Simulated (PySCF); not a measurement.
**C3H9BO3Si: density, localisation and related maps**

The calculation's input:

```
{"job": {"kind": "uv", "xc": "CAM-B3LYP", "basis": "def2-SVPD", "nstates": 8, "ntriplets": 3}, "charge": 0, "multiplicity": 1}
Si     2.616025    -0.448810     0.385505
O      1.597360     0.644831    -0.284824
C      0.309584     0.315470    -0.625869
C     -0.691570     1.156991     0.172389
C     -2.104716     0.650730    -0.098593
O     -2.202686    -0.746103     0.102768
B     -1.110941    -1.521576    -0.023716
O      0.109660    -1.055339    -0.389561
H      2.909938    -1.558590    -0.517205
H      3.739653     0.463463     0.557445
H      2.113101    -0.956941     1.663811
H      0.180870     0.499394    -1.709102
H     -0.588725     2.206904    -0.097066
H     -0.447729     1.032095     1.229786
H     -2.823058     1.122837     0.579277
H     -2.398902     0.872325    -1.132508
H     -1.214863    -2.665651     0.177554
```

Command:

```sh
OMP_NUM_THREADS=1 python probes_run.py task.json out
```

Geometry: GFN2-xTB.

All numbers below come from PySCF, CAM-B3LYP/def2-SVPD, SCF density, gas phase.

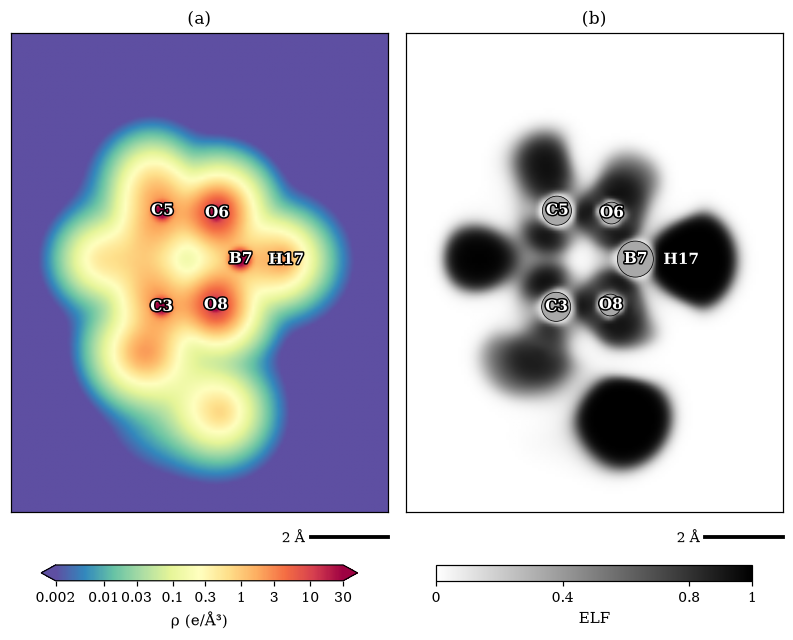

Figure 1. (a) total electron density; (b) electron localisation function on the plane of atoms C5, O6 and B7. Grey discs cover the atomic cores in the ELF map.

> Read the bonding off the picture.

- Atoms in the plane: C, O, B and H.
- B–O (1.35 Å): ρ at the midpoint is about 2.2 e/Å³; the ELF peaks at about 0.90 between the atoms: a polar covalent bond.
- C–O (1.41 Å): the density is about 2 e/Å³ at the midpoint, with its minimum of 1.7 e/Å³ about 0.5 Å from C; the ELF peaks at about 0.90 between the atoms: a shared but strongly polarised pair.
- B–H (1.17 Å): ρ at the midpoint is about 1.3 e/Å³; the ELF climbs to about 1 towards the hydrogen, as it does in any bond to H; a covalent bond by its length.
- The ELF also peaks beside O2, O8 and O6, away from the bonds: lone-pair regions.

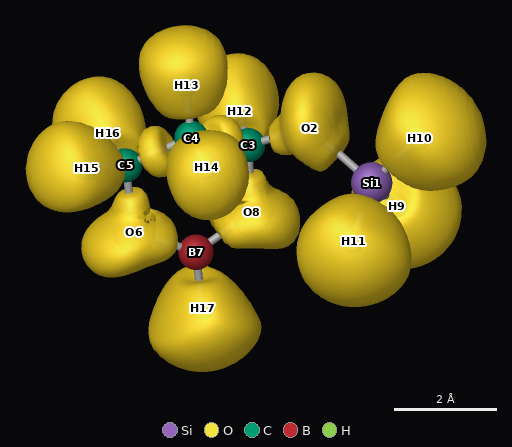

Figure 2. Isosurface of the electron localisation function at 0.75 (yellow), seen at a tilt. Only the valence region is drawn (cores and ρ < 0.01 e/Å³ removed).

> Identify the bonds, lone pairs and shells in this picture.

The ELF exceeds this value in two regions between bonded C–C atoms (shared pairs), nine regions around hydrogen nuclei and three regions on O in which the atom's valence shell and bonds are merged.


 C–O (1.37 Å): the ELF peaks at about 0.90 between the atoms; a shared but strongly polarised pair.

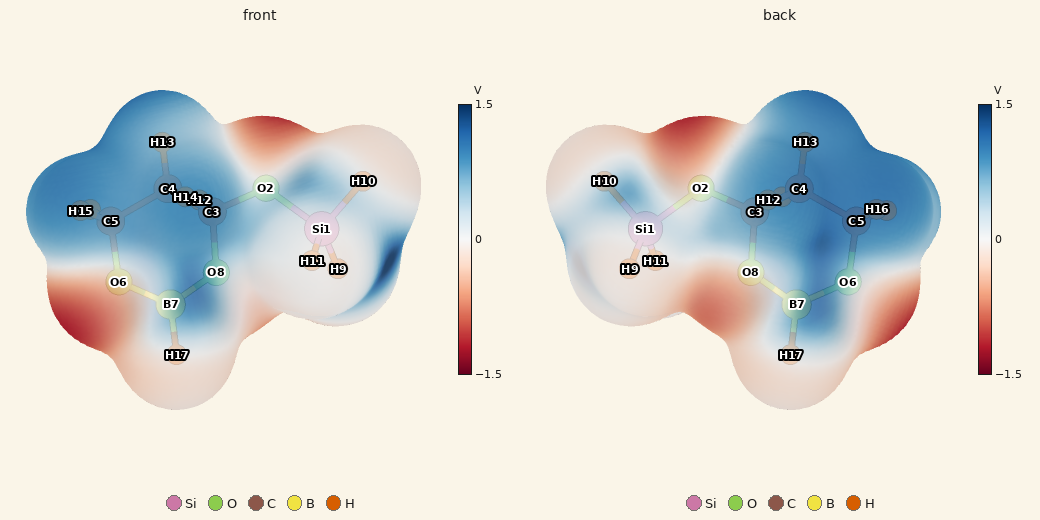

Figure 3. The electrostatic potential painted on the density surface at 0.002 e/bohr³, seen from the front and from behind; the colour scale runs from red (negative) to blue (positive).

> Describe the electrostatic potential map.

The most negative region (about −1.2 V) lies over O2 and O6, the most positive (about +1.4 V) over Si1.

> What dipole moment does the calculation give?

Its dipole moment is 1.97 D.
